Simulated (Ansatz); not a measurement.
# C2H7BrGe: the cost of one run

Computed with Ansatz 0.2.0, Gaussian basis. Level: functionals in def2-TZVPP, the program's frozen cores in correlated methods.

The runs, in order: PBE-D4, r2SCAN-D4, PBE0-D4, B3LYP-D4, ωB97X-V, ωB97M-V, B2PLYP; CCSD(T)/def2-TZVPP; MP2/def2-QZVPP; extrapolation to the limit.

**1. Structure used throughout**

All runs share one geometry, relaxed beforehand with PBE0-D4 in a triple-zeta def2 set.

SMILES `[CH3][GeH2][CH2]Br`, 11 atoms, charge 0, spin multiplicity 1.

Atoms are counted from 1 here; the program's logs count them from 0.

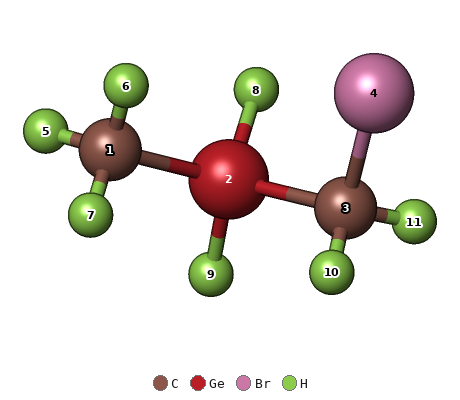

The geometry (carbon brown, germanium red, bromine pink, hydrogen green); atoms are numbered from 1 in the order of the file.

**2. PBE-D4 (GGA)**

Contents of in.yaml:

```yaml
crystal:
  periodic: [false, false, false]
  atoms:
    - {symbol: C, position_ang: [-0.091064, 1.632941, -0.052263]}
    - {symbol: Ge, position_ang: [-0.087947, -0.107844, 0.818849]}
    - {symbol: C, position_ang: [0.335367, -1.511665, -0.492724]}
    - {symbol: Br, position_ang: [-0.958130, -1.509967, -1.944348]}
    - {symbol: H, position_ang: [-0.361232, 2.413119, 0.660361]}
    - {symbol: H, position_ang: [-0.813357, 1.635520, -0.869160]}
    - {symbol: H, position_ang: [0.897536, 1.856262, -0.456007]}
    - {symbol: H, position_ang: [-1.460378, -0.431073, 1.433921]}
    - {symbol: H, position_ang: [0.990988, -0.171601, 1.922003]}
    - {symbol: H, position_ang: [1.311298, -1.357476, -0.949680]}
    - {symbol: H, position_ang: [0.302221, -2.505217, -0.050452]}
basis:
  gaussian: {orbitals: def2-TZVPP}
hamiltonian: {xc: pbe, dispersion: d4}
output: {forces: true, orbitals: {seedname: orbitals}}
```

On the command line:

```sh
$ ansatz run in.yaml --threads 2 --pin off --events-out ev --progress --plain --max-ram 32768MiB --backend cpu
```

Q: Estimate wall time and peak memory on 2 threads of AMD EPYC 7R13, shared host.

About 4.4 s, with a peak of 0.39 GiB.
